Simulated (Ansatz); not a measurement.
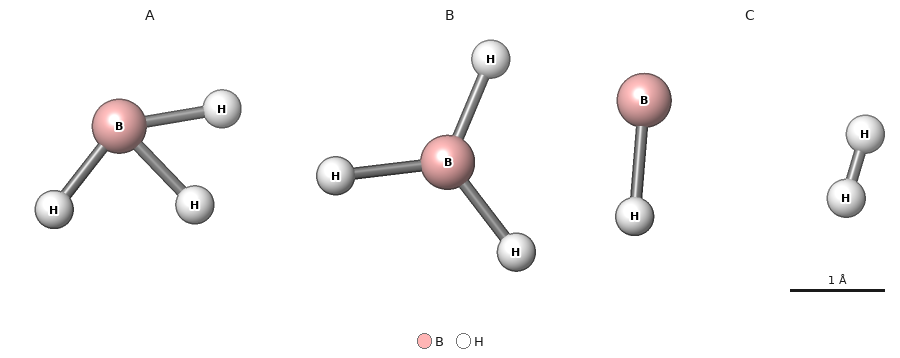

3 geometries from one relaxation of BH3, in shuffled order. A ball-and-stick model, seen face on.

The run prepares an end point of a later path (reaction) calculation, from a guessed geometry.

Theory: RKS PBE0-D4/def2-SVP (Ansatz 0.2.0). Set-up: no spin polarisation; force threshold 0.03 eV/Å; at most 50 steps.

### Order the frames from highest to lowest energy.

C, A, B. They are steps 0, 6, 13, at +4.151 eV, +3.571 eV relative to the last. After 13 geometry steps the energy has fallen by 4.151 eV. Largest force component: 1.8 eV/Å at the start, 0.00032 eV/Å at the end. The atom that moves furthest after the best rigid fit is the B atom (1.28 Å). Largest moves by element: B 1.28 Å, H 1.13 Å. Near-neighbour distances that change, for instance: H–H 0.721 → 2.090 Å, B–H 2.391 → 1.206 Å, B–H 1.253 → 1.206 Å. New bonds form, among them: B–H (2.39 → 1.21 Å). Bonds break, among them: H–H (0.72 → 2.09 Å). The run took 3.9 s on 1 thread of Arm Neoverse V2, on a shared host, peak memory 0.08 GiB.

Limits of the set-up: the start holds two separate molecules, 2.3 Å apart at their closest, whose relative position is a soft coordinate.
